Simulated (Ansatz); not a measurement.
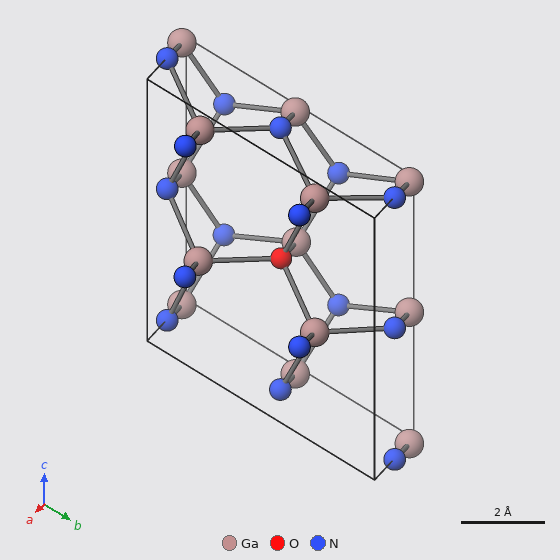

The figure gives a ball-and-stick picture of the atoms, viewed slightly off an axis. Atoms at the boundary of the supercell (the box) are drawn once for each face, edge or corner they touch. The host is GaN, in a cell of 16 sites, and the cell is neutral.

### Which defect is modelled here, and what are its neighbours?

Oxygen on a nitrogen site (a substitutional impurity). It is bonded to four Ga in a tetrahedral arrangement at about 2.0 Å.

Electronic-structure method: DFT PBE, scalar-relativistic, plane waves, PAW in Ansatz. Parameters: plane waves to 420 eV, a 3×3×3 mesh of k-points, Gaussian smearing of 0.01 eV, collinear spins.

### Is there a net spin in the supercell?

Yes, 0.3 μB in the cell.

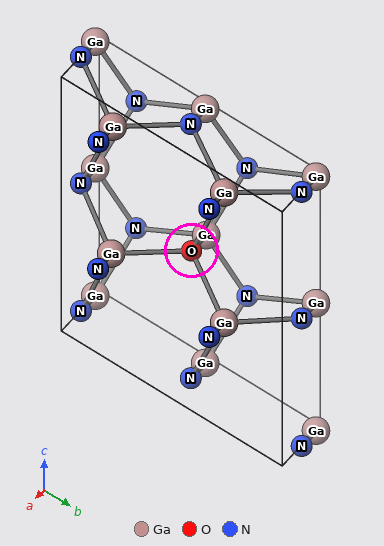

The same cell with a ring at the defect's site.

The atoms were relaxed in the host's cell with DFT PBE, scalar-relativistic, plane waves, PAW (Ansatz).
